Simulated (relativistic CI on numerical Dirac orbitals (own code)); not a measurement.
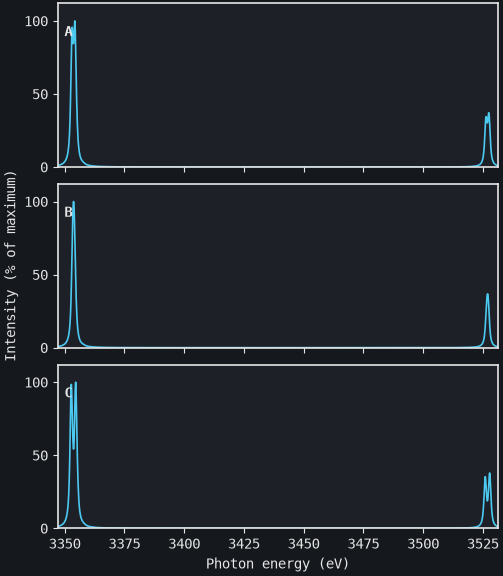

L₂,₃ X-ray absorption of Ag³⁺, [Kr] 4d⁸, in 3 environments. Multiplet model: relativistic Dirac–Coulomb–Breit theory, one configuration a step, Slater integrals scaled by 0.7, 300 K, Voigt broadening (Lorentzian 0.96 eV, Gaussian 0.5 eV full widths), computed with a radial Dirac CI code.

(1) a field of D4h symmetry with 10Dq = 36,800, Ds = 1,710, Dt = 630 cm⁻¹
(2) a field of D4h symmetry with 10Dq = 36,800, Ds = 430, Dt = 630 cm⁻¹
(3) a field of D4h symmetry with 10Dq = 36,800, Ds = 3,000, Dt = 630 cm⁻¹

**Match the spectra to the environments.**

A is (1), maxima at 3353.1 eV (96), 3354.2 eV (100), 3526.4 eV (34) and 3527.5 eV (37); B is (2), maxima at 3353.7 eV (100) and 3527.0 eV (37); C is (3), maxima at 3352.8 eV (98), 3354.6 eV (100), 3526.0 eV (35) and 3527.8 eV (38) (heights in % of each maximum). The ground-state spin is S = 1.00 in all.

Note: free-ion energies, so absolute edge positions are off by a few eV from solids.
